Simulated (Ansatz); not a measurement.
**Effect of Ga → Mn on GaCuSe2**

Base system: GaCuSe₂ in the chalcopyrite structure (space group I-42d, No. 122; a = 5.672 Å, c = 11.263 Å).

It is then changed as follows: every Ga is replaced by Mn, then cell and atoms are relaxed.

Computed with Ansatz (a first-principles code), PBE, PAW, cutoff 420 eV, no spin-orbit coupling. Settings: 12×12×12 k-points, 0.05 eV Fermi–Dirac smearing, for the changed cell.

```csv
quantity,base,changed,shift
volume per atom,22.64 Å³,22.30 Å³,-0.349 Å³
density,5.34 g/cm³,5.15 g/cm³,-0.19 g/cm³
lattice parameter a,5.672 Å,5.623 Å,-0.049 Å
c/a ratio,1.986,2.007,+0.021
space group,I-42d (No. 122),I-42d (No. 122),–
shortest interatomic distance,2.430 Å,2.416 Å,-0.014 Å
band gap,zero,zero,–
magnetic state,not spin-polarised,ferromagnetic,–
largest site moment,0.00 μB,3.76 μB,+3.76 μB
```

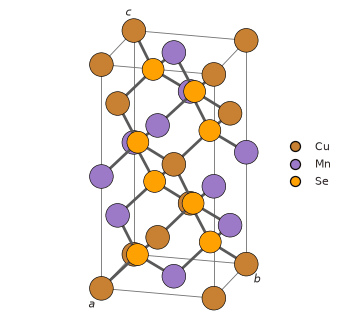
Figure: The relaxed conventional cell after the change

The magnetic state is the one reached from the starting moments; the real material's order can differ, and small cells can't hold many antiferromagnetic ones. Stability against distortions was not tested. As relaxed here, MnCuSe2 is a hypothetical phase, not in the database extracts checked. Spin-polarised in the final run: MnCuSe2; the other runs are not. A zero or small gap of GaCuSe2 can be the functional's error rather than a property of the material.
